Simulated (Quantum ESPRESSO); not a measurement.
# CuF2: non-collinear starts

Aim: see whether a non-collinear arrangement of the moments of CuF2 lies under the collinear ones.

Main program and level: Quantum ESPRESSO 7.5; LDA with U = 6 eV on Cu d (ortho-atomic projectors); plane waves with GBRV 1.5 LDA potentials, no spin-orbit coupling.

### 1. The starting structure

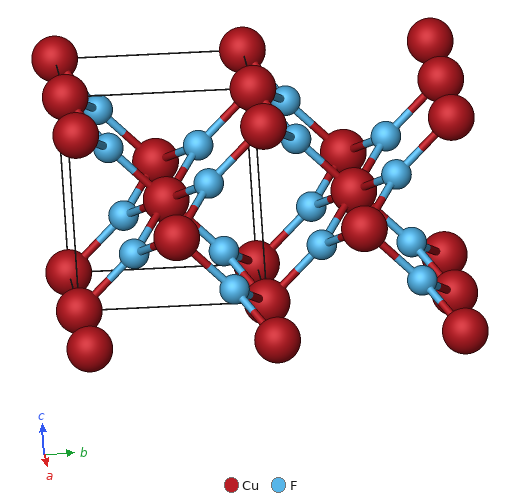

Start, viewed slightly off an axis; copper red, fluorine blue. 2×2×1 cells are drawn. Bonds to atoms that aren't drawn are left out. Some periodic images of atoms are drawn too.

The cell comes from the Crystallography Open Database.

### 2. Start 1: collinear parallel

pw.in reads:

```
&CONTROL
  calculation = 'scf'
  prefix = 'pwscf'
  outdir = './tmp'
  pseudo_dir = './pseudo'
  disk_io = 'nowf'
/
&SYSTEM
  ibrav = 0
  celldm(1) = 8
  nat = 6
  ntyp = 2
  ecutwfc = 34
  ecutrho = 238
  nbnd = 88
  occupations = 'smearing'
  smearing = 'fd'
  degauss = 0.00734986
  noncolin = .true.
  starting_magnetization(1) = 0.0526
  angle1(1) = 0
  angle2(1) = 0
  starting_magnetization(2) = 0
  nosym = .true.
/
&ELECTRONS
  conv_thr = 6d-08
  electron_maxstep = 150
  mixing_beta = 0.3
/
ATOMIC_SPECIES
Cu     63.5460 cu_lda_v1.2.uspp.F.UPF
F      18.9984 f_lda_v1.4.uspp.F.UPF
CELL_PARAMETERS alat
   0.7842363417197    0.0000000000000    0.0000000000000
   0.0000000000000    1.0724195757251    0.0000000000000
  -0.6583022279400    0.0000000000000    1.0768918614287
ATOMIC_POSITIONS crystal
Cu      0.0000000000    0.0000000000    0.0000000000
Cu      0.0000000000    0.5000000000    0.5000000000
F       0.2560000000    0.3000000000    0.3000000000
F       0.7440000000    0.8000000000    0.2000000000
F       0.7440000000    0.7000000000    0.7000000000
F       0.2560000000    0.2000000000    0.8000000000
K_POINTS automatic
5 3 3 0 0 0
HUBBARD {ortho-atomic}
U Cu-3d 6.0000
```

Started as:

```
$ OMP_NUM_THREADS=1 mpirun -n 4 pw.x -nk 4 -in pw.in > pw.out
```

The log of the run:

```text
Program PWSCF v.7.5 starts

     K-points division:     npool     =       4
     Subspace diagonalization in iterative solution of the eigenvalue problem:

     bravais-lattice index     =            0
     lattice parameter (alat)  =       8.0000  a.u.
     unit-cell volume          =     463.7178 (a.u.)^3
     number of atoms/cell      =            6
     number of atomic types    =            2
     number of electrons       =        66.00
     number of Kohn-Sham states=           88
     kinetic-energy cutoff     =      34.0000  Ry
     charge density cutoff     =     238.0000  Ry
     scf convergence threshold =      6.0E-08
     mixing beta               =       0.3000
     number of iterations used =            8  plain     mixing
     Exchange-correlation=  SLA  PZ   NOGX NOGC
                           (   1   1   0   0   0   0   0)
     Noncollinear calculation without spin-orbit

     Hubbard projectors: ortho-atomic
     Hubbard parameters of DFT+U (Dudarev formulation) in eV:
     U(Cu-3d) =  6.0000

     Internal variables: lda_plus_u =T, lda_plus_u_kind = 0

     Internal variables: orbital_resolved =F, hub_pot_fix =F, apply_U = F

     celldm(1)=   8.000000  celldm(2)=   0.000000  celldm(3)=   0.000000
     celldm(4)=   0.000000  celldm(5)=   0.000000  celldm(6)=   0.000000

     crystal axes: (cart. coord. in units of alat)
               a(1) = (   0.784236   0.000000   0.000000 )
               a(2) = (   0.000000   1.072420   0.000000 )
               a(3) = (  -0.658302   0.000000   1.076892 )

     reciprocal axes: (cart. coord. in units 2 pi/alat)
               b(1) = (  1.275126 -0.000000  0.779482 )
               b(2) = (  0.000000  0.932471 -0.000000 )
               b(3) = (  0.000000  0.000000  0.928598 )

     PseudoPot. # 1 for Cu read from file:
     cu_lda_v1.2.uspp.F.UPF
     Pseudo is Ultrasoft + core correction, Zval = 19.0

     PseudoPot. # 2 for F  read from file:
     f_lda_v1.4.uspp.F.UPF
     Pseudo is Ultrasoft, Zval =  7.0

     atomic species   valence    mass     pseudopotential
     Cu               19.00    63.54600     Cu( 1.00)
     F                 7.00    18.99840     F ( 1.00)

     No symmetry found

   Cartesian axes

     site n.     atom                  positions (alat units)
         1        Cu     tau(   1) = (   0.0000000   0.0000000   0.0000000  )
         2        Cu     tau(   2) = (  -0.3291511   0.5362098   0.5384459  )
         3        F      tau(   3) = (   0.0032738   0.3217259   0.3230676  )
         4        F      tau(   4) = (   0.4518114   0.8579357   0.2153784  )
         5        F      tau(   5) = (   0.1226603   0.7506937   0.7538243  )
         6        F      tau(   6) = (  -0.3258773   0.2144839   0.8615135  )

     number of k points=    45  Fermi-Dirac smearing, width (Ry)=  0.0073
                       cart. coord. in units 2pi/alat
        k(    1) = (   0.0000000   0.0000000   0.0000000), wk =   0.0222222
        k(    2) = (   0.0000000   0.0000000   0.3095328), wk =   0.0222222
        k(    3) = (   0.0000000   0.0000000  -0.3095328), wk =   0.0222222
        k(    4) = (   0.0000000   0.3108236   0.0000000), wk =   0.0222222
        k(    5) = (   0.0000000   0.3108236   0.3095328), wk =   0.0222222
        [... 40 further k-points ...]

     Dense  grid:    28771 G-vectors     FFT dimensions: (  32,  45,  50)

     Smooth grid:    12431 G-vectors     FFT dimensions: (  24,  32,  40)

     Check: negative core charge=   -0.000001
     Generating pointlists ...
     new r_m :   0.1858 (alat units)  1.4865 (a.u.) for type    1
     new r_m :   0.1858 (alat units)  1.4865 (a.u.) for type    2

     Initial potential from superposition of free atoms

     starting charge      64.0000, renormalised to      66.0000

     STARTING HUBBARD OCCUPATIONS:

     ================= HUBBARD OCCUPATIONS ================
     ------------------------ ATOM    1 ------------------------
     Tr[ns(  1)] (up, down, total) =   5.00000  3.00000  8.00000
     [... lines left out ...]
     Atomic magnetic moment mx, my, mz =     0.000000    0.000000    2.000000
     ------------------------ ATOM    2 ------------------------
     Tr[ns(  2)] (up, down, total) =   5.00000  3.00000  8.00000
     [... lines left out ...]
     Atomic magnetic moment mx, my, mz =     0.000000    0.000000    2.000000

     Number of occupied Hubbard levels =   16.0000

 ==============================================================================
     atom number    1 relative position :    0.0000   0.0000   0.0000
     charge :    16.264384  (integrated on a sphere of radius 0.186)
     magnetization :          0.000000    0.000000    0.851529
     magnetization/charge:    0.000000    0.000000    0.052355
     polar coord.: r, theta, phi [deg] :     0.851529    0.000000  360.000000

 ==============================================================================

 ==============================================================================
     atom number    2 relative position :   -0.3292   0.5362   0.5384
     charge :    16.267107  (integrated on a sphere of radius 0.186)
     magnetization :          0.000000    0.000000    0.851668
[...]
------------------------ ATOM    2 ------------------------
     Tr[ns(  2)] (up, down, total) =   4.93200  4.09063  9.02262
     [... lines left out ...]
     Atomic magnetic moment mx, my, mz =    -0.000070   -0.000228    0.841372

     Number of occupied Hubbard levels =   18.0452

     Threshold (ethr) on eigenvalues was too large:
     Diagonalizing with lowered threshold

     Davidson diagonalization with overlap
     ethr =  9.84E-04,  avg # of iterations =  1.3

     total energy              =   -1000.94710222 Ry
     estimated scf accuracy    <       0.75186123 Ry

     total magnetization       =    -0.00     0.00     2.00 Bohr mag/cell
     absolute magnetization    =     2.14 Bohr mag/cell

     iteration #  2     ecut=    34.00 Ry     beta= 0.30
     Davidson diagonalization with overlap
     ethr =  1.14E-03,  avg # of iterations =  2.0

     total energy              =   -1001.14609314 Ry
     estimated scf accuracy    <       0.07816486 Ry

     total magnetization       =    -0.00    -0.00     2.00 Bohr mag/cell
     absolute magnetization    =     2.06 Bohr mag/cell

     [... further iterations left out ...]

     iteration # 12     ecut=    34.00 Ry     beta= 0.30
     Davidson diagonalization with overlap
     ethr =  1.10E-09,  avg # of iterations =  2.0

     total energy              =   -1001.15037665 Ry
     estimated scf accuracy    <       0.00000030 Ry

     total magnetization       =    -0.00    -0.00     2.00 Bohr mag/cell
     absolute magnetization    =     2.10 Bohr mag/cell

     iteration # 13     ecut=    34.00 Ry     beta= 0.30
     Davidson diagonalization with overlap
     ethr =  4.57E-10,  avg # of iterations =  2.0

 ==============================================================================
     atom number    1 relative position :    0.0000   0.0000   0.0000
     charge :    16.254627  (integrated on a sphere of radius 0.186)
     magnetization :         -0.000003    0.000011    0.807691
     magnetization/charge:   -0.000000    0.000001    0.049690
     polar coord.: r, theta, phi [deg] :     0.807691    0.000828  106.996413

 ==============================================================================

 ==============================================================================
     atom number    2 relative position :   -0.3292   0.5362   0.5384
     charge :    16.257349  (integrated on a sphere of radius 0.186)
     magnetization :          0.000002   -0.000023    0.807773
     magnetization/charge:    0.000000   -0.000001    0.049687
     polar coord.: r, theta, phi [deg] :     0.807773    0.001605  -85.846794

 ==============================================================================

 ==============================================================================
     atom number    3 relative position :    0.0033   0.3217   0.3231
     charge :     6.303876  (integrated on a sphere of radius 0.186)
     magnetization :         -0.000000   -0.000001    0.087684
     magnetization/charge:   -0.000000   -0.000000    0.013910
     polar coord.: r, theta, phi [deg] :     0.087684    0.000407  -97.265265

 ==============================================================================

 ==============================================================================
     atom number    4 relative position :    0.4518   0.8579   0.2154
     charge :     6.302558  (integrated on a sphere of radius 0.186)
     magnetization :         -0.000000   -0.000001    0.087677
     magnetization/charge:   -0.000000   -0.000000    0.013911
     polar coord.: r, theta, phi [deg] :     0.087677    0.000421 -101.873774

 ==============================================================================

 ==============================================================================
     atom number    5 relative position :    0.1227   0.7507   0.7538
     charge :     6.303876  (integrated on a sphere of radius 0.186)
     magnetization :         -0.000000   -0.000001    0.087684
     magnetization/charge:   -0.000000   -0.000000    0.013910
     polar coord.: r, theta, phi [deg] :     0.087684    0.000403  -96.927504

 ==============================================================================

 ==============================================================================
     atom number    6 relative position :   -0.3259   0.2145   0.8615
     charge :     6.302558  (integrated on a sphere of radius 0.186)
     magnetization :         -0.000000   -0.000001    0.087677
     magnetization/charge:   -0.000000   -0.000000    0.013911
     polar coord.: r, theta, phi [deg] :     0.087677    0.000414 -101.869100

 ==============================================================================

     End of self-consistent calculation

     ================= HUBBARD OCCUPATIONS ================
     ------------------------ ATOM    1 ------------------------
     Tr[ns(  1)] (up, down, total) =   4.96973  4.16009  9.12983
     [... lines left out ...]
     Atomic magnetic moment mx, my, mz =    -0.000003    0.000011    0.809639
     ------------------------ ATOM    2 ------------------------
     Tr[ns(  2)] (up, down, total) =   4.96973  4.16010  9.12983
     [... lines left out ...]
     Atomic magnetic moment mx, my, mz =     0.000002   -0.000023    0.809637

     Number of occupied Hubbard levels =   18.2597
     [... lines left out ...]
     the Fermi energy is     5.4789 ev

!    total energy              =   -1001.15037686 Ry
     estimated scf accuracy    <       0.00000005 Ry
     smearing contrib. (-TS)   =      -0.00000034 Ry
     internal energy E=F+TS    =   -1001.15037651 Ry

     The total energy is F=E-TS. E is the sum of the following terms:
     one-electron contribution =    -791.39208235 Ry
     hartree contribution      =     424.62150676 Ry
     xc contribution           =    -112.87231061 Ry
     ewald contribution        =    -521.60838013 Ry
     Hubbard energy            =       0.10088981 Ry

     total magnetization       =    -0.00    -0.00     2.00 Bohr mag/cell
     absolute magnetization    =     2.10 Bohr mag/cell

     convergence has been achieved in  13 iterations

=------------------------------------------------------------------------------=
   JOB DONE.
=------------------------------------------------------------------------------=
```

The job ended after 96 s (4 MPI ranks of Arm Neoverse V1, shared host; peak memory 0.64 GiB).

Spin moment in the atom's sphere by atom:

```csv
atom,x (μB),y (μB),z (μB),size
Cu1,0.000,0.000,0.808,0.808
Cu2,0.000,0.000,0.808,0.808
F3,0.000,0.000,0.088,0.088
F4,0.000,0.000,0.088,0.088
F5,0.000,0.000,0.088,0.088
F6,0.000,0.000,0.088,0.088
```

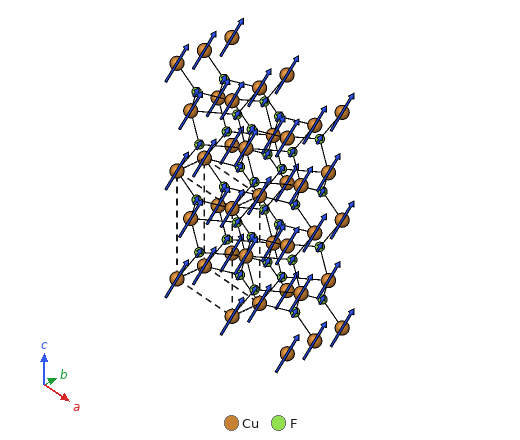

Spin moment in the atom's sphere as arrows, the longest 0.808 μB. Each arrow also spans its atom, so small moments look longer than they are. Bonds to atoms that aren't drawn are left out. 2×2×2 cells are drawn. Some periodic images of atoms are drawn too.

Read from the output:

```
smearing term TS       : 4.68e-6 eV
magnetization          : 0, 0, 2 μB
absolute magnetization : 2.102 μB
final state            : ferromagnetic
```

### 3. Start 2: collinear alternating

Edit pw.in of step 2 so:

```diff
@@ -11,3 +11,3 @@
   nat = 6
-  ntyp = 2
+  ntyp = 3
   ecutwfc = 34
@@ -22,3 +22,6 @@
   angle2(1) = 0
-  starting_magnetization(2) = 0
+  starting_magnetization(2) = 0.0526
+  angle1(2) = 180
+  angle2(2) = 0
+  starting_magnetization(3) = 0
   nosym = .true.
@@ -31,3 +34,4 @@
 ATOMIC_SPECIES
-Cu     63.5460 cu_lda_v1.2.uspp.F.UPF
+Cu1    63.5460 cu_lda_v1.2.uspp.F.UPF
+Cu2    63.5460 cu_lda_v1.2.uspp.F.UPF
 F      18.9984 f_lda_v1.4.uspp.F.UPF
@@ -38,4 +42,4 @@
 ATOMIC_POSITIONS crystal
-Cu      0.0000000000    0.0000000000    0.0000000000
-Cu      0.0000000000    0.5000000000    0.5000000000
+Cu1     0.0000000000    0.0000000000    0.0000000000
+Cu2     0.0000000000    0.5000000000    0.5000000000
 F       0.2560000000    0.3000000000    0.3000000000
@@ -47,2 +51,3 @@
 HUBBARD {ortho-atomic}
-U Cu-3d 6.0000
+U Cu1-3d 6.0000
+U Cu2-3d 6.0000
```

The log of the run:

```text
     [... lines left out ...]
Program PWSCF v.7.5 starts
     [... lines left out ...]
     number of atoms/cell      =            6
     [... lines left out ...]
     number of electrons       =        66.00
     number of Kohn-Sham states=           88
     kinetic-energy cutoff     =      34.0000  Ry
     charge density cutoff     =     238.0000  Ry
     scf convergence threshold =      6.0E-08
     [... lines left out ...]
     Noncollinear calculation without spin-orbit
     [... lines left out ...]
     No symmetry found
     [... lines left out ...]
     number of k points=    45  Fermi-Dirac smearing, width (Ry)=  0.0073
     [... lines left out ...]
     iteration # 13     ecut=    34.00 Ry     beta= 0.30
     [... lines left out ...]
     atom number    1 relative position :    0.0000   0.0000   0.0000
     [... lines left out ...]
     magnetization :         -0.000034    0.000010    0.787928
     [... lines left out ...]
     atom number    2 relative position :   -0.3292   0.5362   0.5384
[...]
magnetization :         -0.000018   -0.000038   -0.788003
[...]
atom number    3 relative position :    0.0033   0.3217   0.3231
[...]
magnetization :         -0.000003   -0.000001    0.001429
     [... lines left out ...]
     atom number    4 relative position :    0.4518   0.8579   0.2154
     [... lines left out ...]
     magnetization :         -0.000003   -0.000002   -0.001428
     [... lines left out ...]
     atom number    5 relative position :    0.1227   0.7507   0.7538
     [... lines left out ...]
     magnetization :         -0.000003   -0.000001    0.001429
     [... lines left out ...]
     atom number    6 relative position :   -0.3259   0.2145   0.8615
     [... lines left out ...]
     magnetization :         -0.000003   -0.000002   -0.001428
     [... lines left out ...]
     Tr[ns(  1)] (up, down, total) =   4.96472  4.17141  9.13613
     [... lines left out ...]
     Tr[ns(  2)] (up, down, total) =   4.17142  4.96472  9.13614
     [... lines left out ...]
     the Fermi energy is     5.4914 ev
!    total energy              =   -1001.15371657 Ry
     estimated scf accuracy    <       0.00000005 Ry
     smearing contrib. (-TS)   =      -0.00000005 Ry
     [... lines left out ...]
     total magnetization       =    -0.00    -0.00     0.00 Bohr mag/cell
     absolute magnetization    =     1.90 Bohr mag/cell
     convergence has been achieved in  13 iterations
```

It took 95 s on 4 MPI ranks; peak memory 0.66 GiB; 6.3 min of CPU time.

Spin moment in the atom's sphere by atom:

```csv
atom,x (μB),y (μB),z (μB),size
Cu1,0.000,0.000,0.788,0.788
Cu2,0.000,0.000,-0.788,0.788
F3,0.000,0.000,0.001,0.001
F4,0.000,0.000,-0.001,0.001
F5,0.000,0.000,0.001,0.001
F6,0.000,0.000,-0.001,0.001
```

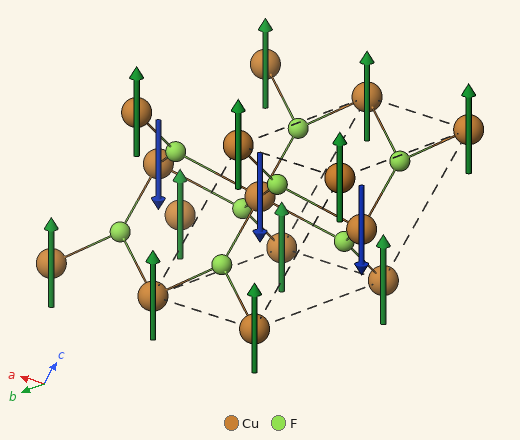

Spin moment in the atom's sphere as arrows, the longest 0.788 μB. The two directions have two colours. Bonds to atoms that aren't drawn are left out. 2×1×1 cells are drawn. Some periodic images of atoms are drawn too.

This step gave:

| Item | Value |
| --- | --- |
| smearing term TS | 6.38e-7 eV |
| magnetization | 0, 0, 0 μB |
| absolute magnetization | 1.898 μB |
| final state | antiferromagnetic |

(Part 1 of 2 ends here.)

[Logs and program files are shortened in this print: banners, set-up blocks, solver, clock and traceback lines can be left out without a mark of their own.]

[Logs are printed without paths, hosts, clocks, repeated set-up lines and the standing remarks that a program may print on its own settings, such as how far it seeks lower states.]

[Hosts, paths, dates, database ids (printed as entryN), source tags and the programs' standing remarks are cut or masked in the printed files.]

[Where a cell is said to come from a database of computed structures, the database is the Materials Project.]
